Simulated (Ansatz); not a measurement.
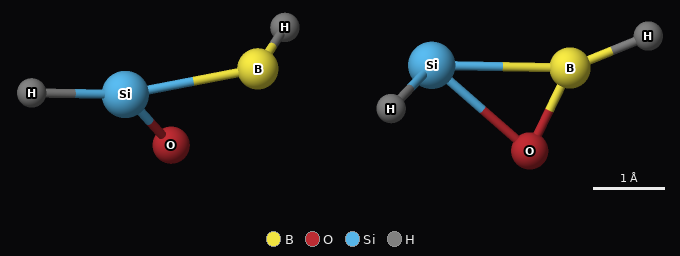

Two geometries of BSiH2O (multiplicity 2), drawn at one scale. One is the start of a relaxation, the other its converged end. A ball-and-stick model, seen at a tilt.

Theory: UKS PBE-D4/def2-SVP (Ansatz 0.2.0). (force threshold 0.03 eV/Å; at most 250 steps)

### Which geometry has the lower energy?

The right one is the relaxed one. It is one of the separated reactants of a reaction. The energy falls by 517.0 kJ/mol in 12 accepted moves (13 points after the start). The largest force component goes from 21 to 0.0095 eV/Å. The line search rejected the trial step at point 12 of the run. The Si atom moves most after the best rigid fit: 0.76 Å. Largest moves by element: Si 0.76 Å, B 0.59 Å, H 0.51 Å, O 0.31 Å. Among the contacts that change: O–Si 1.326 → 1.886 Å, B–O 1.786 → 1.320 Å, H–Si 1.420 → 1.527 Å, B–H 1.150 → 1.210 Å. New bonds form, among them: B–O (1.79 → 1.32 Å). Bond angles that change, for instance: B–Si–H 162.0° → 117.5°, Si–B–H 120.6° → 156.7°, O–Si–H 134.7° → 99.7°. The run took 15 s on 2 threads of Intel Xeon Platinum 8259CL @ 2.50GHz, with other jobs on the host.
